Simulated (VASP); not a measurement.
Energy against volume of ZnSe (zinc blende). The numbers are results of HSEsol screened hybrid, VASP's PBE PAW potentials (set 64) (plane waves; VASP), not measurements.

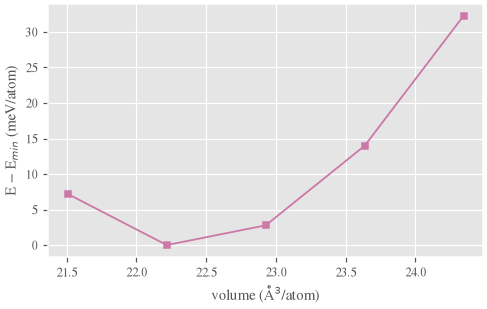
*Energy against volume*

**Question.** Estimate the equilibrium volume and the bulk modulus.

**Answer.** The minimum lies near 22.4 Å³/atom, and the curvature gives B0 of about 69 GPa.

Measured: bulk modulus 62.4 GPa (computed value off by +9.9 %), as given by Cormac Toher et al., Physical Review Materials (2017), arXiv:1611.05714; a 5.668 Å (computed value off by -0.6 %), as given by Martin Albrecht et al., Physical review. B, Condensed matter (1997), arXiv:cond-mat/9706128. The calculation is for a static lattice, while the measured bulk modulus, a hold thermal and zero-point effects, which are part of the difference.

The compound is ZnSe in the zinc blende structure. It was relaxed first. The cell's shape comes from a PBE relaxation.
